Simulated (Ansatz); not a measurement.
**Two runs on C$_{2}$H$_{7}$FGe**

System: C$_{2}$H$_{7}$FGe.
Method of run A: RKS PBE0-D4/def2-TZVPP (Ansatz 0.2.0).

The geometry comes from this level: PBE0-D4/def2-TZVP. Text and figures count atoms from 1; the logs count them from 0 in places.

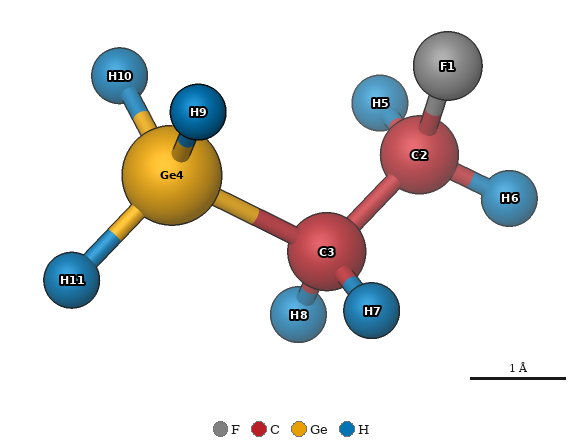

Figure 1. The input geometry (ball-and-stick view, seen at a tilt; atoms are numbered from 1 in the order of the input). Sticks mark near contacts. Bond lengths as drawn: C–C 1.51 Å, C–F 1.39 Å, C–Ge 1.97 Å, C–H 1.09 Å and Ge–H 1.53 to 1.54 Å.

## Input file, run A
```yaml
crystal:
  periodic: [false, false, false]
  atoms:
    - {symbol: F, position_ang: [-1.165692, 1.492235, 0.684547]}
    - {symbol: C, position_ang: [0.173428, 1.381087, 0.337521]}
    - {symbol: C, position_ang: [0.620981, -0.054338, 0.432551]}
    - {symbol: Ge, position_ang: [-0.501881, -1.289122, -0.610126]}
    - {symbol: H, position_ang: [0.278569, 1.765348, -0.682175]}
    - {symbol: H, position_ang: [0.735399, 2.030016, 1.016938]}
    - {symbol: H, position_ang: [0.631749, -0.383884, 1.474598]}
    - {symbol: H, position_ang: [1.645562, -0.131794, 0.057226]}
    - {symbol: H, position_ang: [-1.865415, -1.509581, 0.057500]}
    - {symbol: H, position_ang: [-0.709250, -0.714394, -2.023150]}
    - {symbol: H, position_ang: [0.222052, -2.642672, -0.724829]}
basis:
  gaussian: {orbitals: def2-TZVPP}
hamiltonian: {xc: pbe0, dispersion: d4}
output: {orbitals: {seedname: orbitals}}
```

Launched with:
```bash
ansatz run in.yaml --threads 4 --pin off --events-out ev --progress --plain --max-ram 10444MiB
```

Hardware: 4 threads of AMD EPYC, 23 GiB of memory available, shared host.

## Output (run A)
```
Functional definition: PBE0
  parameter a = 0.25
  parameter kappa = 0.804
  parameter beta = 0.06672455060314922
  exchange = (1 - a)*pbe_x(kappa = kappa, mu = beta*pi^2/3) + a*exact_x
  correlation = pbe_c(beta = beta)
1330 factors; their error is unknown
mean field evaluation 1: about -61407.0956 eV, gradient 5.1e1 eV
mean field evaluation 2: about -61404.4206 eV, gradient 5.9e1 eV
mean field evaluation 4: about -61412.3659 eV, gradient 2.0e0 eV
mean field evaluation 8: about -61412.3691 eV, gradient 3.3e-2 eV
mean field evaluation 16: about -61412.6387 eV, gradient 3.3e-5 eV
mean field -61412.63865191 eV, -2256.8728434762 hartree, gradient 3.3e-5 eV, S^2 0.000000; 0 other end points of the search recorded, 0 dependent functions left out
reference -61412.63868343 eV, -2256.8728446345 hartree; 30, 30 occupied and 209, 209 virtual orbitals, 1330 factors
Total energy: -61412.79626661 eV, -2256.8786357096 hartree
```

Run B used a changed input.

## The two runs side by side

| quantity | run A | run B |
| --- | --- | --- |
| outcome | converged | converged |
| total energy (hartree) | −2256.878636 | −2256.406230 |
| HOMO (eV) | −8.61 | −8.59 |
| LUMO (eV) | 0.85 | 1.26 |
| basis functions | 239 | 109 |
| wall time (shared host) | 2.4 s | 1.1 s |

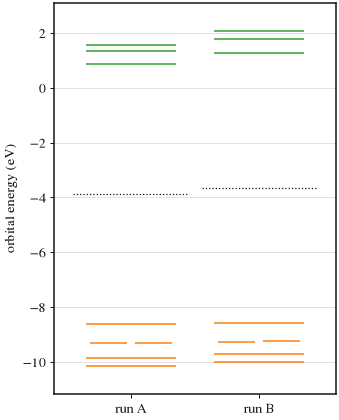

Figure 2. The five highest filled and three lowest empty orbital energies of the two runs; the dotted lines part filled from empty levels. The HOMO–LUMO gap is 9.46 eV in run A and 9.85 eV in run B.

What was changed in the input?

The change (lines with − go, lines with + come):
```diff
-  gaussian: {orbitals: def2-TZVPP}
+  gaussian: {orbitals: def2-SVP}
```

The total energy of run B is 296.4 kcal/mol higher, which measures the change of basis and not a stability. The LUMO goes from 0.85 to 1.26 eV. The basis functions go from 239 to 109.

## Output (run B)
```
Functional definition: PBE0
  parameter a = 0.25
  parameter kappa = 0.804
  parameter beta = 0.06672455060314922
  exchange = (1 - a)*pbe_x(kappa = kappa, mu = beta*pi^2/3) + a*exact_x
  correlation = pbe_c(beta = beta)
1096 factors; integrals over basis functions are off by at most 1.5e-3 eV
mean field evaluation 1: about -61395.9222 eV, gradient 4.1e1 eV
mean field evaluation 2: about -61394.6414 eV, gradient 4.6e1 eV
mean field evaluation 4: about -61399.6504 eV, gradient 1.6e0 eV
mean field evaluation 8: about -61399.7838 eV, gradient 6.3e-2 eV
mean field evaluation 16: about -61399.7838 eV, gradient 7.2e-5 eV
mean field -61399.78383891 eV, -2256.4004378117 hartree, gradient 7.2e-5 eV, S^2 0.000000; 0 other end points of the search recorded, 0 dependent functions left out
reference -61399.78386545 eV, -2256.4004387870 hartree; 30, 30 occupied and 79, 79 virtual orbitals, 1096 factors
Total energy: -61399.94144863 eV, -2256.4062298620 hartree
```
